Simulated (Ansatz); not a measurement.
**Fields on a plane of LiNbO3 (LiNbO3 type, space group R3c)**

```
CELL_PARAMETERS angstrom
      2.56874     1.48306     4.62825
     -2.56874     1.48306     4.62825
      0.00000    -2.96613     4.62825
ATOMIC_POSITIONS crystal
  Li 0.70218 0.70218 0.70218
  Li 0.20218 0.20218 0.20218
  Nb 0.98418 0.98418 0.98418
  Nb 0.48418 0.48418 0.48418
  O  0.62231 0.87636 0.26469
  O  0.87636 0.26469 0.62231
  O  0.26469 0.62231 0.87636
  O  0.76469 0.37636 0.12231
  O  0.37636 0.12231 0.76469
  O  0.12231 0.76469 0.37636
```

The slice is a (1 -1 0 2) plane (indices of the conventional cell) through the point (0.484, 0.484, 0.484) (fractional), spanned by u = [1 0 -1] and v = [010] in vectors of this cell: u (5.14 Å) and v (5.50 Å, at 90° to u). It covers one period; positions are fractions (u, v).

Atoms on it: Nb at (0.50, 0.50); Nb at (0.00, 0.00). Other atoms lie within 1 Å of the plane.

Level of theory: r2SCAN (plane waves to 500 eV, PAW, scalar-relativistic; Ansatz, a first-principles code). k mesh 8×8×8. Inside the PAW spheres the values are not all-electron values, and peaks at nuclei hang on which shells count as valence. LiNbO3 is run without spin polarisation. LiNbO3 was relaxed with its symmetry unable to fall.

```
|@@@%#*+***+=-:     .:=*%@@|
|@@@%**##%%#*=:.   .:-=*%@@|
|@%%#**#@@@%#+-:  .:--=+*%%|
|##*++*%@@@@#+-:..:-==++**#|
|+===+*%@@@@#+=:..:-=+**+++|
|----=+#%@%%*+-:::-=+****+=|
|-:::-=*###**=-:::-+**##*+=|
|:...:-=++*++=----=+**#**=-|
|:.  .:-====+++=====+***+=-|
|.    .::-=+*###*+==++++=-:|
|     ..:-+*%%@%%*+====--:.|
|   ..:::=*%@@@@@%*=---::. |
| ..:----=*%@@@@@%#=-:..   |
|.:-=====+#%@@@@@@#=:..    |
|:-=+***+*#%@@@@@%*=:.     |
|:=*#%%##**%@@@@@%*=-:.   .|
|-+#%@@@#**#%%@%%*+=--:.  :|
|-+#@@@@%*++*###**++==-:..:|
|=+#@@@@%*+===++++**+=-:..:|
|-+*%%@%#+=----=+****+=-:::|
|-=**###*=-:::-=+*##**+-:::|
|-=++*++=-:...:-=**#**+=---|
|+++====-:.  .:-=+***+=====|
|##*+=-::.    .:-=++++==+*#|
|@%%*+-:..     .:--====+*%%|
|@@@%*=:::..    .::---=*%@@|
|@@@%*=----:..    ..:-=#%@@|
|@@@%#+=====-:.    ..:=#@@@|
```
Scale: ten equal steps from -1.28 (start of ' ') to 0.75 (end of '@'), in the order ' .:-=+*#%@'. Values: log₁₀ of the valence density in e/Å³. The map has 26 points along u (one character each, u = 0 at the left) and 28 along v (v = 0 in the bottom row). The scale is logarithmic, as a density can span decades between atoms and voids.

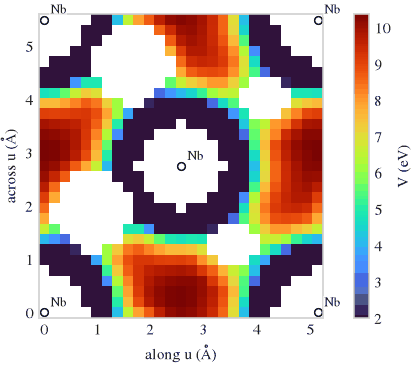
Figure. Electrostatic potential energy of an electron, from the cell's mean, in eV, one period of the plane, atoms marked. Points within 0.8 Å of a nucleus are left white, as the pseudised field means little there. Values under 2 eV are set to 2. The zero, the cell's mean, hangs on the PAW cores.
